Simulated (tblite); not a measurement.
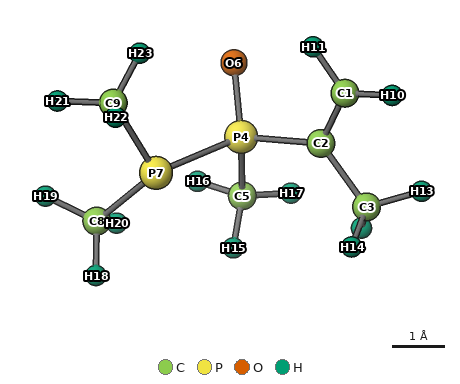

This is the input geometry for a relaxation of C6H14OP2. The picture is a ball-and-stick view, seen from a free direction.

All numbers below come from GFN2-xTB geometry optimisation, gas phase in tblite 0.8.0.

```xyz
23

C     2.3829    1.1479    1.0565
C     1.8214    0.2009    0.3024
C     2.5794   -1.1083    0.2618
P     0.2942    0.4463   -0.5854
C     0.1962   -0.7380   -1.9634
O     0.2931    1.8703   -1.0423
P    -1.4037   -0.0433    0.6644
C    -2.6425   -0.8977   -0.4154
C    -2.0897    1.4120    1.5517
H     3.2911    1.0359    1.6096
H     1.8568    2.1041    1.1155
H     2.4361   -1.5420   -0.7496
H     3.6682   -0.9072    0.3828
H     2.2227   -1.8252    1.0165
H    -0.0719   -1.7083   -1.4891
H    -0.6407   -0.3983   -2.6110
H     1.1338   -0.7983   -2.5349
H    -2.7599   -1.9302   -0.0138
H    -3.5819   -0.3196   -0.3749
H    -2.2712   -1.0105   -1.4589
H    -3.1627    1.5480    1.3036
H    -2.0673    1.1737    2.6518
H    -1.4893    2.3148    1.3321
```

### What does the optimiser find from here?

Over 193 geometry steps the energy falls by 1.446 eV. H20 moves most after the best rigid fit: 1.84 Å. By element the largest moves are H 1.84 Å, C 0.95 Å, P 0.70 Å, O 0.68 Å. Near-neighbour distances that change, for instance: P4–P7 2.164 → 2.222 Å, C2–P4 1.783 → 1.824 Å, C9–H22 1.126 → 1.090 Å, C2–C3 1.513 → 1.491 Å. Among the angles between lasting bonds that change: P4–P7–C9 113.1° → 92.8°, C8–P7–C9 113.4° → 98.3°, P4–P7–C8 107.0° → 93.7°. Groups turn about C2–C3 by about 40°, C2–P4 by about 35°.

History of the run:

```csv
step,"E − E(0), eV"
0,0.0000
1,-0.3372
2,-0.5260
3,-0.6235
4,-0.6826
5,-0.7120
6,-0.7342
7,-0.7692
8,-0.8144
9,-0.8603
10,-0.9108
20,-1.0507
29,-1.0884
39,-1.1187
49,-1.2000
58,-1.2695
68,-1.3406
77,-1.3758
87,-1.4001
97,-1.4092
106,-1.4139
116,-1.4215
126,-1.4306
135,-1.4347
145,-1.4392
154,-1.4411
164,-1.4433
174,-1.4450
183,-1.4458
193,-1.4461
```

Final geometry:

```xyz
23

C     2.2209    1.4649    0.4842
C     1.6450    0.2903    0.2843
C     2.0945   -1.0120    0.8546
P     0.1251    0.2641   -0.7234
C     0.4780   -0.9360   -2.0721
O    -0.2996    1.5827   -1.2267
P    -1.3803   -0.7385    0.5680
C    -2.7949   -0.3027   -0.5358
C    -1.4858    0.7033    1.7197
H     3.1090    1.5847    1.0853
H     1.8076    2.3517    0.0319
H     2.5408   -1.6326    0.0780
H     2.8309   -0.8586    1.6409
H     1.2381   -1.5512    1.2625
H     0.6381   -1.9366   -1.6823
H    -0.3759   -0.9332   -2.7470
H     1.3571   -0.5925   -2.6149
H    -2.8445   -1.0123   -1.3609
H    -3.7221   -0.3683    0.0324
H    -2.6686    0.7072   -0.9271
H    -2.3877    0.6139    2.3244
H    -0.6203    0.7044    2.3816
H    -1.5104    1.6343    1.1525
```

After the run, drawn alike:

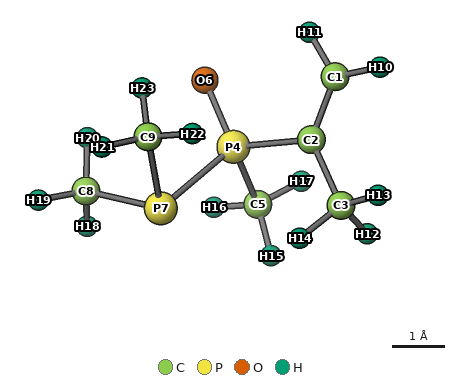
